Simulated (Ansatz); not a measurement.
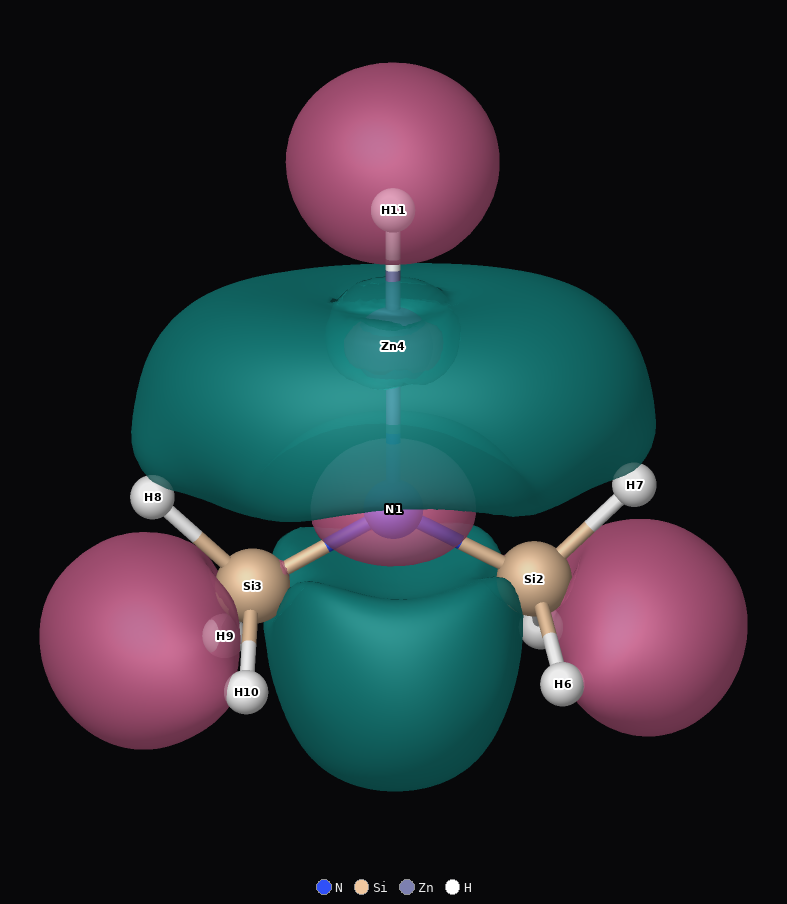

Figure. H$_{7}$NSi$_{2}$Zn (SMILES [SiH3][N]([SiH3])[ZnH]). One frontier orbital at ±0.06 Å⁻³ᐟ² (teal and pink are the two phases), seen at a tilt.

Geometry: B3LYP/6-31G*.

All numbers below come from isolated molecule in a Gaussian basis; Kohn-Sham density functional theory, functional PBE0 (Ansatz 0.2.0).

```xyz
11

N    -1.2250    1.0322    0.5363
Si   -2.6346    1.5474    1.4097
Si    0.0956    0.1747    1.2682
Zn   -1.1263    1.4112   -1.2405
H    -2.3130    2.4980    2.5136
H    -3.3859    0.4089    2.0139
H    -3.5511    2.2455    0.4599
H     1.1223   -0.0981    0.2191
H     0.7536    0.9520    2.3584
H    -0.3198   -1.1348    1.8501
H    -1.0437    1.7274   -2.7245
```

### Which orbital is it: HOMO or LUMO?

The LUMO, at −0.66 eV. Its weight (Hirshfeld) is mainly on Zn4 (about 25 %), Si2 (about 20 %), Si3 (about 20 %), H11 (about 10 %) and N1 (about 10 %).
